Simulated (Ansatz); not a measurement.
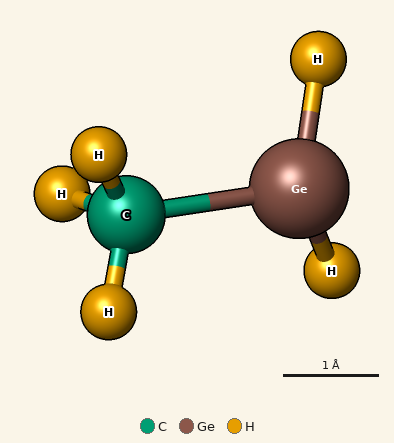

The input geometry (ball-and-stick view, seen at a tilt). Sticks mark near contacts. Bond lengths as drawn: C–Ge 1.91 Å, C–H 1.08 Å and Ge–H 1.43 Å.

Run report: CH5Ge, frequency calculation

The run: frequency calculation of CH5Ge, multiplicity 2, SMILES [CH3][GeH2]. Method and program: HF/STO-3G, UHF (Ansatz 0.2.0).

The geometry was optimised with HF/STO-3G. Figures and captions count atoms from 1; the log counts them from 0 in places.

### Input
```yaml
crystal:
  periodic: [false, false, false]
  atoms:
    - {symbol: C, position_ang: [-0.230583, -0.757918, -0.191779]}
    - {symbol: Ge, position_ang: [0.396165, 0.832328, 0.653324]}
    - {symbol: H, position_ang: [-1.130647, -1.133860, 0.277031]}
    - {symbol: H, position_ang: [0.505654, -1.550181, -0.153026]}
    - {symbol: H, position_ang: [-0.462462, -0.589544, -1.237001]}
    - {symbol: H, position_ang: [-0.607127, 1.845883, 0.590295]}
    - {symbol: H, position_ang: [1.590201, 1.285392, 0.015456]}
basis:
  gaussian:
    orbitals: STO-3G
magnetization:
  spin_polarized: true
  initial_magnetization: 1
hamiltonian:
  xc: hf
phonons:
  temperatures:
    t_min: 298.15
    t_max: 298.15
    t_step: 1
```

Machine: 1 thread of AMD EPYC (Zen 5), 16 GiB of memory available, shared host.

Launched with:
```bash
ansatz run in.yaml --threads 1 --pin off --max-ram 3480MiB --events-out events.jsonl --progress --plain --runs-dir runs
```

### Output
```
Functional definition: HF
  name "HF"
  exchange = exact_x
  correlation = 0
337 factors; integrals over basis functions are off by at most 8.2e-6 eV
mean field evaluation 1: about -56926.8433 eV, gradient 6.4e0 eV
mean field evaluation 2: about -56926.8783 eV, gradient 6.4e0 eV
mean field evaluation 4: about -56927.3637 eV, gradient 5.7e-1 eV
mean field evaluation 8: about -56927.3709 eV, gradient 4.5e-3 eV
mean field -56927.37088119 eV, -2092.0422931258 hartree, gradient 2.3e-5 eV, S^2 0.752960; 0 other end points of the search recorded, 0 dependent functions left out
the calculation of the forces begins
reference -56927.37088119 eV, -2092.0422931258 hartree; 22, 21 occupied and 6, 7 virtual orbitals, 337 factors
these checks for a lower state are left out or cut short: stability, starts, cluster_reference, orbital_swaps, neighbouring_geometries, increment
337 factors; integrals over basis functions are off by at most 8.2e-6 eV
mean field evaluation 16: about -56927.3707 eV, gradient 1.8e-6 eV
mean field -56927.37065216 eV, -2092.0422847092 hartree, gradient 1.8e-6 eV, S^2 0.752961; 0 other end points of the search recorded, 0 dependent functions left out
[... from here on the field's lines of each further geometry are left out, up to the last ...]
the calculation of the forces begins
reference -56927.37086531 eV, -2092.0422925424 hartree; 22, 21 occupied and 6, 7 virtual orbitals, 337 factors
these checks for a lower state are left out or cut short: stability, starts, cluster_reference, orbital_swaps, neighbouring_geometries, increment
337 factors; integrals over basis functions are off by at most 8.2e-6 eV
mean field -56927.37086556 eV, -2092.0422925513 hartree, gradient 1.9e-6 eV, S^2 0.752951; 0 other end points of the search recorded, 0 dependent functions left out
the calculation of the forces begins
reference -56927.37086556 eV, -2092.0422925513 hartree; 22, 21 occupied and 6, 7 virtual orbitals, 337 factors
Total energy: -56927.37088119 eV, -2092.0422931258 hartree
Atom 0 at    -0.230583    -0.757918    -0.191779 Å, force    -0.000060    -0.000190    -0.000088 eV/Å
Atom 1 at     0.396165     0.832328     0.653324 Å, force    -0.000088    -0.000402    -0.000150 eV/Å
Atom 2 at    -1.130647    -1.133860     0.277031 Å, force     0.000108     0.000183     0.000001 eV/Å
Atom 3 at     0.505654    -1.550181    -0.153026 Å, force    -0.000018     0.000175     0.000143 eV/Å
Atom 4 at    -0.462462    -0.589544    -1.237001 Å, force     0.000117     0.000128     0.000105 eV/Å
Atom 5 at    -0.607127     1.845883     0.590295 Å, force     0.000034     0.000056     0.000049 eV/Å
Atom 6 at     1.590201     1.285392     0.015456 Å, force    -0.000093     0.000050    -0.000060 eV/Å
Dipole moment:     0.023698    -0.016638     0.106787 e Å
Vibrations: 147.69 658.97 669.71 730.07 1040.19 1083.93 1100.12 1665.52 1857.19 1858.14 2374.38 2421.87 3559.54 3733.28 3747.47 cm⁻¹, zero-point energy 1.651971 eV
```

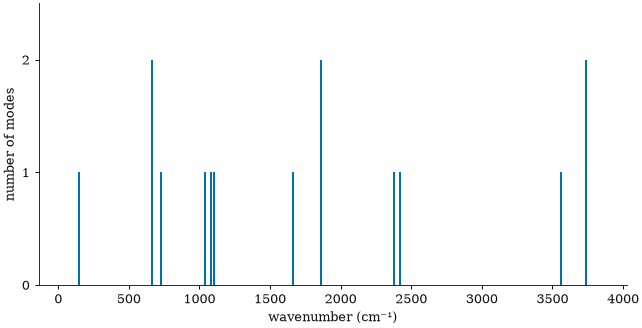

Harmonic vibrational wavenumbers from the force constants; neighbouring modes closer than 16 cm⁻¹ are counted in one stick. 15 modes from 148 to 3747 cm⁻¹, none imaginary.

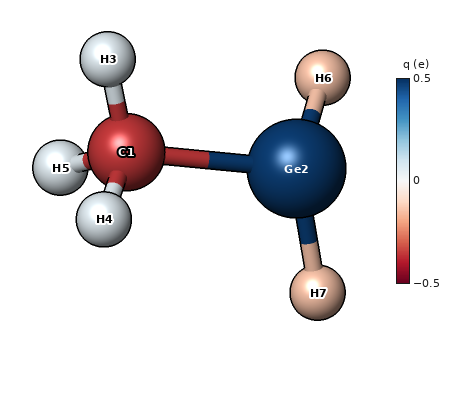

Mulliken charges, as the colour of each atom (ball-and-stick view, seen at a tilt; atoms are numbered from 1 in the order of the input; Mulliken charges depend strongly on the basis). By element: C −0.35, Ge +0.48 and H −0.14 to +0.05 e.

### Summary

| quantity | value |
| --- | --- |
| outcome | converged |
| total energy | −2092.042293 hartree |
| basis functions | 28 |
| largest force | 0.000 eV/Å |
| ⟨S²⟩ | 0.753 |
| zero-point energy | 0.060709 hartree |
| dipole moment | 0.53 D |
| wavenumbers, lowest and highest | 148 and 3747 cm⁻¹ |
| wall time | 5.7 s |
| peak memory | 0.094 GiB |
